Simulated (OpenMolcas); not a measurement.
**CH3BClFO (SMILES OC(F)BCl), step by step**

Aim: the energy (HF/ANO-RCC-MB), then the energy (CASSCF(2,2)/ANO-RCC-VDZP), then the energy along one coordinate (CASPT2(2,2)/ANO-RCC-VDZP), then an energy scan (SC-NEVPT2(2,2)/ANO-RCC-VDZP), then an energy scan (MC-PDFT[tPBE](2,2)/ANO-RCC-VDZP) of CH3BClFO. 

The results are computed with OpenMolcas 26.06.

### Step 1. The system as given

CH3BClFO has 8 atoms, charge 0, and is taken as a singlet. SMILES: `OC(F)BCl`. Geometry: relaxed at PBE0-D4/def2-TZVP. This is one conformer, not always the lowest.

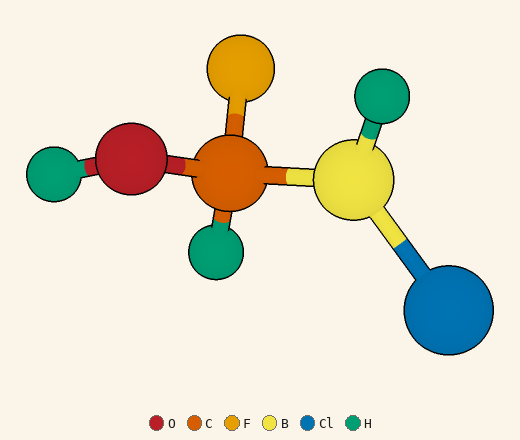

Viewed from a chosen angle; oxygen red, carbon orange, fluorine amber, boron yellow, chlorine blue, hydrogen teal.

### Step 2. The energy at HF/ANO-RCC-MB (DKH2) (run 1)

struct.xyz reads:

```xyz
8

O     -0.045500     0.346900     1.395700
C      0.458900     0.058800     0.147300
F      1.315100    -1.045400     0.209200
B     -0.767200    -0.356700    -0.774700
Cl    -1.105700     0.541100    -2.217200
H      0.620500     0.802400     1.920200
H      1.073200     0.877500    -0.246600
H     -1.457200    -1.281600    -0.489900
```

step1.inp reads:

```
&GATEWAY
Coord=struct.xyz
Basis=ANO-RCC-MB
Group=NoSym
&SEWARD
&SCF
PrOrbitals=0
&LOCALISATION
Occupied
Freeze
Pipek-Mezey
&LOCALISATION
FileOrb=$Project.LocOrb
Virtual
Pipek-Mezey
```

Run with:

```bash
$ export MOLCAS_MEM=1860
$ pymolcas step1.inp > step1.log
```

Output:

```text
--- Start Module: gateway ---
[...]
--- Stop Module: gateway /rc=_RC_ALL_IS_WELL_ ---
[...]
      Basis functions           32
[...]
       Convergence after  10 Iterations
[...]
::    Total SCF energy                               -699.4688388915
[...]
      Total spin, S                                     0.0000000000
[...]
      Total electronic charge=   48.000000
      Total            charge=   -0.000000
[...]
      Dipole Moment (debye):
      Origin of the operator (angstrom)=   -0.1782    0.0186   -0.5917
                   X=  7.7295E-01               Y=  1.6771E+00               Z=  4.1671E-01           Total=  1.8931E+00
      Quadrupole Moment (debye*angstrom):
[...]
--- Start Module: localisation ---
[...]
--- Stop Module: localisation /rc=_RC_ALL_IS_WELL_ ---
--- Start Module: localisation ---
[...]
--- Stop Module: localisation /rc=_RC_ALL_IS_WELL_ ---
[...]
```

Wall time 2.4 s (1 thread of Intel Xeon 6975P-C (Granite Rapids), shared host); peak memory 0.38 GiB.

### Step 3. A single-point energy at CASSCF(2,2)/ANO-RCC-VDZP (DKH2, RICD fitting) (run 2)

struct.xyz is that of step 2.

step2.inp reads:

```
&GATEWAY
Coord=struct.xyz
Basis=ANO-RCC-MB
Group=NoSym
&SEWARD
&RASSCF
FileOrb=$CurrDir/step1.LocOrb
Alter=2
1 16 24
1 25 27
Spin=1
Nactel=2 0 0
Inactive=23
Ras2=2
OrbListing=Nothing
>>> COPY $Project.RunFile RUNFIL1
>>> COPY $Project.RasOrb INPORB
&GATEWAY
Coord=struct.xyz
Basis=ANO-RCC-VDZP
Group=NoSym
RICD
&SEWARD
>>> COPY $Project.RunFile RUNFIL2
&EXPBAS
&RASSCF
FileOrb=$Project.ExpOrb
Spin=1
Nactel=2 0 0
Inactive=23
Ras2=2
OrbListing=Nothing
```

Run with:

```bash
$ export MOLCAS_MEM=1860
$ pymolcas step2.inp > step2.log
```

Output:

```text
--- Start Module: gateway ---
[...]
--- Stop Module: gateway /rc=_RC_ALL_IS_WELL_ ---
[...]
      Basis functions           32
[...]
      Number of active orbitals                  2
[...]
      Spin quantum number                      0.0
[...]
      Active orbitals                            2
[...]
      Number of CSFs                             3
[...]
      Number of root(s) required                 1
[...]
      Convergence after 10 iterations
[...]
      printout of CI-coefficients larger than  0.05 for root  1
      energy=    -699.490925
      conf/sym  11     Coeff  Weight
             1  20   0.99273 0.98551
             3  02  -0.12037 0.01449
      Natural orbitals and occupation numbers for root  1
      sym 1:   1.971024   0.028976
      ************************************************************************************************************************
      *                                                    Final results                                                     *
[...]
::    RASSCF root number  1 Total energy:   -699.49092463
[...]
      Basis functions           89
[...]
--- Start Module: expbas ---
[...]
--- Stop Module: expbas /rc=_RC_ALL_IS_WELL_ ---
--- Start Module: rasscf ---
[...]
      Convergence after 15 iterations
[...]
      Natural orbitals and occupation numbers for root  1
      sym 1:   1.975618   0.024382
      ************************************************************************************************************************
      *                                                    Final results                                                     *
[...]
::    RASSCF root number  1 Total energy:   -699.82779175
[...]
      Total electronic charge=   48.000000
      Total            charge=   -0.000000
[...]
      Dipole Moment (debye):
      Origin of the operator (angstrom)=   -0.1782    0.0186   -0.5917
                   X=  5.2565E-01               Y=  1.6379E+00               Z=  3.3515E-01           Total=  1.7525E+00
      Quadrupole Moment (debye*angstrom):
[...]
--- Stop Module: rasscf /rc=_RC_ALL_IS_WELL_ ---
[...]
```

It took 7.2 s on 1 thread of Intel Xeon 6975P-C (Granite Rapids), shared host; peak memory 0.38 GiB.

### Step 4. An energy scan at CASPT2(2,2)/ANO-RCC-VDZP (DKH2, RICD fitting, ipea shift 0.25 Eh, pt2 variant SS) (run 3)

step3.inp reads:

```
* CH3BClFO CASPT2
>>> COPY $CurrDir/step2.RasOrb $Project.RasOrb
>>> ForEach K in (1, 2, 3, 4, 5, 6, 7, 8, 9)

&GATEWAY
  Coord = $CurrDir/point$K.xyz
  Basis = ANO-RCC-VDZP
  Group = NoSym
  RICD

&SEWARD

&RASSCF
  FileOrb = $Project.RasOrb
  Spin = 1
  Nactel = 2 0 0
  Inactive = 23
  Ras2 = 2
  OrbListing = Nothing

&CASPT2
  Imaginary = 0.2
  Frozen = 9
>>> EndDo
```

Run with:

```bash
$ export MOLCAS_MEM=1860
$ pymolcas step3.inp > step3.log
```

Output, shortened:

```text
[...]
      Basis functions           89
[...]
      Number of active orbitals                  2
[...]
      Spin quantum number                      0.0
[...]
      Active orbitals                            2
[...]
      Number of CSFs                             3
[...]
      Number of root(s) required                 1
[...]
      Convergence after 11 iterations
[...]
      Natural orbitals and occupation numbers for root  1
      sym 1:   1.985483   0.014517
      ************************************************************************************************************************
      *                                                    Final results                                                     *
[...]
::    RASSCF root number  1 Total energy:   -699.81160506
[...]
      E2 (Variational):          -0.7139202071
[...]
::    CASPT2 Root  1     Total energy:   -700.52552527
[...]
      Convergence after 12 iterations
[...]
      Natural orbitals and occupation numbers for root  1
      sym 1:   1.975586   0.024414
      ************************************************************************************************************************
      *                                                    Final results                                                     *
[...]
      Convergence after 25 iterations
[...]
      Natural orbitals and occupation numbers for root  1
      sym 1:   1.707730   0.292270
      ************************************************************************************************************************
      *                                                    Final results                                                     *
[...]
      Convergence after 18 iterations
[...]
      Natural orbitals and occupation numbers for root  1
      sym 1:   1.416602   0.583398
      ************************************************************************************************************************
      *                                                    Final results                                                     *
[...]
      Convergence after 21 iterations
[...]
::    RASSCF root number  1 Total energy:   -699.68449437
[...]
::    CASPT2 Root  1     Total energy:   -700.37102248
[...]
      Convergence after 25 iterations
[...]
::    RASSCF root number  1 Total energy:   -699.68275734
[...]
      E2 (Variational):          -0.6838408302
[...]
::    CASPT2 Root  1     Total energy:   -700.36659817
[...]
```

Run time: 55 s. Hardware: 1 thread of Intel Xeon 6975P-C (Granite Rapids), shared host; peak memory 0.083 GiB.

The scan, from its lowest point:

```
F3–C2 (Å)  energy (kJ/mol)
    1.259             44.9
    1.399              0.0
    1.538             17.9
    1.748             87.5
    2.028            194.7
    2.378            314.8
    2.797            408.6
    3.357            450.6
    4.196            462.2
```

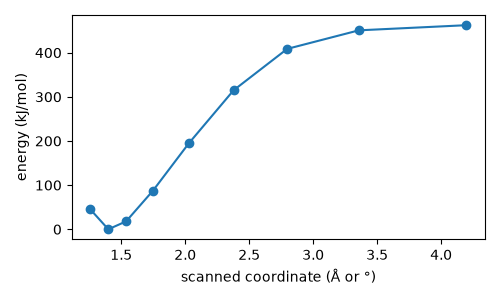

Energy along the scan.

### Step 5. An energy scan at SC-NEVPT2(2,2)/ANO-RCC-VDZP (DKH2, RICD fitting, pt2 variant SC-NEVPT2) (run 4)

step4.inp reads:

```
>>> EXPORT MOLCAS_PRINT=2
>>> COPY $CurrDir/step2.RasOrb $Project.RasOrb
>>> ForEach K in (1, 2, 3, 4, 5, 6, 7, 8, 9)
&GATEWAY
Coord
$CurrDir/point$K.xyz
Basis
ANO-RCC-VDZP
Group
NoSym
RICD
&SEWARD
&RASSCF
FileOrb
$Project.RasOrb
Spin
1
Nactel
2 0 0
Inactive
23
Ras2
2
OrbListing
Nothing
&CASPT2
SC-NEVPT2
Frozen
9
>>> EndDo
```

Run with:

```bash
$ export MOLCAS_MEM=1860
$ pymolcas step4.inp > step4.log
```

Output, shortened:

```text
[...]
      Basis functions           89
[...]
      Number of active orbitals                  2
[...]
      Spin quantum number                      0.0
[...]
      Active orbitals                            2
[...]
      Number of CSFs                             3
[...]
      Number of root(s) required                 1
[...]
      Convergence after 11 iterations
[...]
      Natural orbitals and occupation numbers for root  1
      sym 1:   1.985483   0.014517
      ************************************************************************************************************************
      *                                                    Final results                                                     *
[...]
::    RASSCF root number  1 Total energy:   -699.81160506
[...]
      E2 (Variational):          -0.7103132120
[...]
::    SC-NEVPT2 Root  1     Total energy:   -700.52180495
[...]
      Convergence after 12 iterations
[...]
      Natural orbitals and occupation numbers for root  1
      sym 1:   1.975586   0.024414
      ************************************************************************************************************************
      *                                                    Final results                                                     *
[...]
      Convergence after 25 iterations
[...]
      Natural orbitals and occupation numbers for root  1
      sym 1:   1.707730   0.292270
      ************************************************************************************************************************
      *                                                    Final results                                                     *
[...]
      Convergence after 18 iterations
[...]
      Natural orbitals and occupation numbers for root  1
      sym 1:   1.416602   0.583398
      ************************************************************************************************************************
      *                                                    Final results                                                     *
[...]
      Convergence after 21 iterations
[...]
::    RASSCF root number  1 Total energy:   -699.68449437
[...]
::    SC-NEVPT2 Root  1     Total energy:   -700.36460631
[...]
      Convergence after 25 iterations
[...]
::    RASSCF root number  1 Total energy:   -699.68275734
[...]
      E2 (Variational):          -0.6778844853
[...]
::    SC-NEVPT2 Root  1     Total energy:   -700.36064183
[...]
```

Run time: 51 s. Hardware: 1 thread of Intel Xeon 6975P-C (Granite Rapids), shared host; peak memory 0.083 GiB.

The scan, from its lowest point:

```
F3–C2 (Å)  energy (kJ/mol)
    1.259             50.6
    1.399              0.0
    1.538             14.5
    1.748             83.2
    2.028            194.5
    2.378            325.1
    2.797            423.6
    3.357            463.3
    4.196            473.7
```

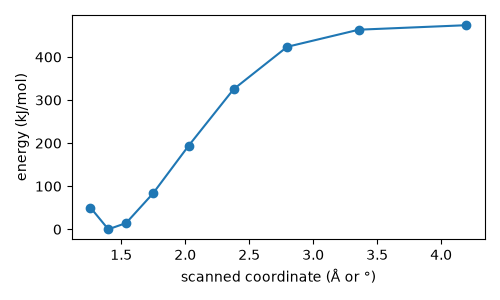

Energy along the scan.

### Step 6. An energy scan at MC-PDFT[tPBE](2,2)/ANO-RCC-VDZP (DKH2, RICD fitting) (run 5)

step5.inp reads:

```
* CH3BClFO MC-PDFT
>>> EXPORT MOLCAS_PRINT=2
>>> COPY $CurrDir/step2.RasOrb $Project.RasOrb
>>> ForEach K in (1, 2, 3, 4, 5, 6, 7, 8, 9)

&GATEWAY
 COORD=$CurrDir/point$K.xyz
 BASIS=ANO-RCC-VDZP
 GROUP=NoSym
 RICD

&SEWARD

&RASSCF
 FILEORB=$Project.RasOrb
 SPIN=1
 NACTEL=2 0 0
 INACTIVE=23
 RAS2=2
 ORBLISTING=Nothing

&MCPDFT
 KSDFT=T:PBE
>>> EndDo
```

Run with:

```bash
$ export MOLCAS_MEM=1860
$ pymolcas step5.inp > step5.log
```

Output, shortened:

```text
--- Start Module: gateway ---
[...]
      Basis functions           89
[...]
      Number of active orbitals                  2
[...]
      Spin quantum number                      0.0
[...]
      Active orbitals                            2
[...]
      Number of CSFs                             3
[...]
      Number of root(s) required                 1
[...]
      Convergence after 11 iterations
[...]
      Natural orbitals and occupation numbers for root  1
      sym 1:   1.985483   0.014517
      ************************************************************************************************************************
      *                                                    Final results                                                     *
[...]
::    RASSCF root number  1 Total energy:   -699.81160506
[...]
::    MCPDFT root number  1 Total energy:   -701.23841031
[...]
      Convergence after 12 iterations
[...]
      Natural orbitals and occupation numbers for root  1
      sym 1:   1.975586   0.024414
      ************************************************************************************************************************
      *                                                    Final results                                                     *
[...]
      Convergence after 25 iterations
[...]
      Natural orbitals and occupation numbers for root  1
      sym 1:   1.707730   0.292270
      ************************************************************************************************************************
      *                                                    Final results                                                     *
[...]
      Convergence after 18 iterations
[...]
      Natural orbitals and occupation numbers for root  1
      sym 1:   1.416602   0.583398
      ************************************************************************************************************************
      *                                                    Final results                                                     *
[...]
      Convergence after 21 iterations
[...]
::    RASSCF root number  1 Total energy:   -699.68449437
[...]
::    MCPDFT root number  1 Total energy:   -701.07083243
[...]
      Convergence after 25 iterations
[...]
::    RASSCF root number  1 Total energy:   -699.68275734
[...]
      Total electronic charge=   48.000000
      Total            charge=   -0.000000
[...]
::    MCPDFT root number  1 Total energy:   -701.06654924
[...]
```

Wall time 55 s (1 thread of Intel Xeon 6975P-C (Granite Rapids), shared host); peak memory 0.083 GiB.

The scan, from its lowest point:

```
F3–C2 (Å)  energy (kJ/mol)
    1.259             44.8
    1.399              0.0
    1.538             16.8
    1.748             83.1
    2.028            185.7
    2.378            314.2
    2.797            433.0
    3.357            484.8
    4.196            496.0
```

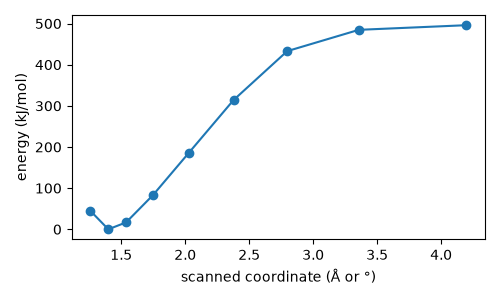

Energy along the scan.

### Step 7. Outcome

| quantity | value |
| --- | --- |
| run 1, HF/ANO-RCC-MB: total energy | -699.46884 Eh |
| run 1, HF/ANO-RCC-MB: dipole moment | 1.89 D |
| run 1, HF/ANO-RCC-MB: HOMO energy | -13.25 eV |
| run 1, HF/ANO-RCC-MB: LUMO energy | 0.86 eV |
| run 1, HF/ANO-RCC-MB: HOMO–LUMO gap | 14.11 eV |
| run 2, CASSCF(2,2)/ANO-RCC-VDZP: total energy | -699.82779 Eh |
| run 2, CASSCF(2,2)/ANO-RCC-VDZP: dipole moment (CASSCF density) | 1.75 D |
| run 3, CASPT2(2,2)/ANO-RCC-VDZP: lowest energy of the scan | -700.54264 Eh |
| run 4, SC-NEVPT2(2,2)/ANO-RCC-VDZP: lowest energy of the scan | -700.54107 Eh |
| run 5, MC-PDFT[tPBE](2,2)/ANO-RCC-VDZP: lowest energy of the scan | -701.25547 Eh |

Mulliken charges (run 1, HF/ANO-RCC-MB) run from -0.58 on O1 to +0.39 on H6. Mulliken charges (run 2, CASSCF(2,2)/ANO-RCC-VDZP) run from -0.35 on O1 to +0.60 on C2.
